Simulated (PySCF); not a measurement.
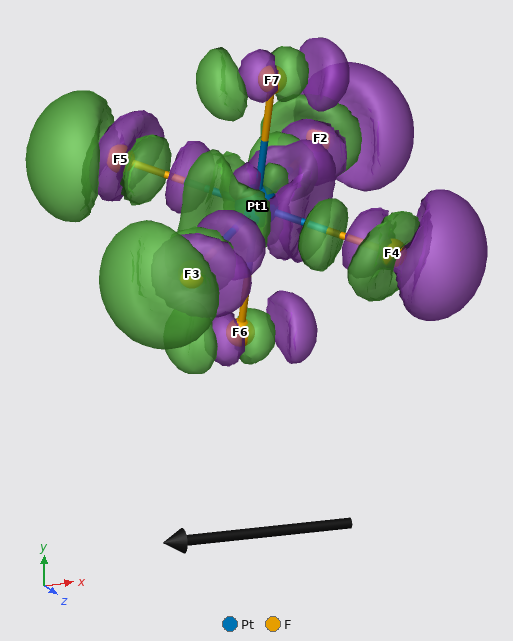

*[PtF6]2- (F$_{6}$Pt, charge −2). Change of the electron density in a uniform field of 0.10 V/Å along −x (arrow), surfaces at ±0.0008 e/Å³ (purple: gain, green: loss).*

Computed with PySCF, B3LYP/def2-SVPD, geometry: GFN2-xTB. Core potentials replace the inner electrons of Pt; spin–orbit coupling isn't included. This is a single-reference result, which may miss multireference character in this system. No frequency check shows the geometry to be a minimum. For an anion such functionals hold the outermost electrons too loosely, so the response is rough. GFN2-xTB bond lengths at metals and heavier atoms can be off by up to 0.1 Å and shapes distorted, which carries into these values.

Cartesian coordinates (Å):

```
Pt1      0.0002   -0.0000    0.0001
F2       1.3850    0.4156   -1.3204
F3      -1.3849   -0.4155    1.3202
F4       1.3851   -0.4154    1.3201
F5      -1.3850    0.4155   -1.3203
F6      -0.0010   -1.8678   -0.5875
F7      -0.0011    1.8679    0.5873
```

The field was applied in both directions; the picture shows the one opposite to the script's first.

> How large is the response?

The induced dipole is 0.32 D (along the field); α along this axis, from the fields in both directions, is 63 bohr³ (9.3 Å³).
